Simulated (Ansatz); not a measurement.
The calculation's input:

```
crystal:
  periodic: [false, false, false]
  atoms:
    - { symbol: Si, position_ang: [0.157619, -0.001641, -0.018476] }
    - { symbol: H, position_ang: [0.17527, -0.263563, 1.42835] }
    - { symbol: C, position_ang: [1.929154, 0.030223, -0.677421] }
    - { symbol: H, position_ang: [2.392573, -0.962065, -0.61297] }
    - { symbol: H, position_ang: [1.959674, 0.351785, -1.725919] }
    - { symbol: H, position_ang: [2.546002, 0.726231, -0.095247] }
    - { symbol: H, position_ang: [-0.501833, 1.304417, -0.277167] }
    - { symbol: H, position_ang: [-0.62644, -1.075104, -0.681922] }
    - { symbol: "N", position_ang: [-2.549438, -0.061217, 1.358392] }
    - { symbol: H, position_ang: [-2.692613, -0.594514, 0.505904] }
    - { symbol: H, position_ang: [-2.440824, 0.915867, 1.09895] }
    - { symbol: H, position_ang: [-1.656844, -0.37042, 1.778125] }
basis:
  gaussian: { orbitals: "6-31G*" }
hamiltonian:
  xc: b3lyp
  dispersion: d4
relax:
  f_tol: 0.03
  max_steps: 50
output:
  orbitals: {}
```

Launched as:

```sh
ansatz run input.yaml --threads 1 --pin off --max-ram 2048MiB --backend cpu --events-out ev --progress --plain --runs-dir out
```

The fields are those of the run's last geometry, not of the input's.

Computed with Ansatz 0.2.0, RKS B3LYP-D4/6-31G*.

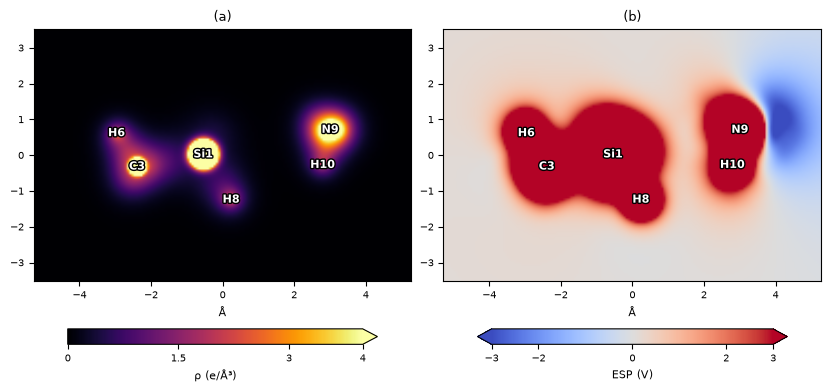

CH6Si···NH3. (a) total electron density; (b) electrostatic potential on the plane of atoms C3, Si1 and H8.

**Interpret the plot.**

- The section cuts through Si, C, H and N sites.
- Si1···N9 (3.60 Å): the density falls to about 0.04 e/Å³ on the way: a non-bonded, intermolecular contact.
- C–Si (1.89 Å): the density is about 0.94 e/Å³ at the midpoint.
- N–H (1.02 Å): ρ is about 2.8 e/Å³ halfway.
- C–H (1.10 Å): the density is about 1.9 e/Å³ at the midpoint.
- Si–H (1.49 Å): ρ at the midpoint is about 0.77 e/Å³.
- Outside the dense part of the complex the potential is most negative (−3.3 V) near N9.
